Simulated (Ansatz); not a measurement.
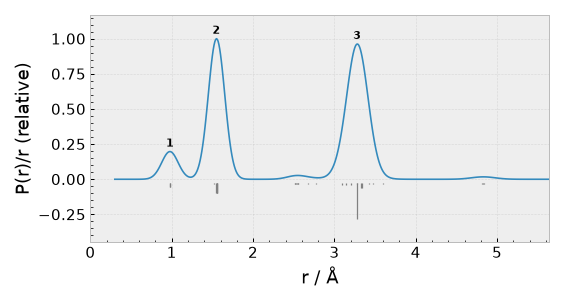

Simulated gas electron diffraction: radial distribution curve of GeH6O. Each pair of atoms contributes with weight ZᵢZⱼ/r (bars below the curve); damping constant 0.002 Å²; vibrational amplitudes assumed, not computed: 0.05 Å for bonds, 0.078 Å for bonds to H, 0.06 + 0.015 r up to 0.15 Å for other pairs. The geometry is the end point of an optimisation (RKS BLYP/def2-SVP in Ansatz); it may be a saddle point or a higher isomer.

### Read the positions of the numbered peaks and name the main pairs (– for bonds).

Peak 1, 0.98 Å: O–H 0.98 Å (×2)
Peak 2, 1.55 Å: Ge–H 1.54–1.56 Å (×4)
Peak 3, 3.28 Å: Ge···O 3.28 Å, Ge···H 3.32–3.35 Å (×2), not resolved
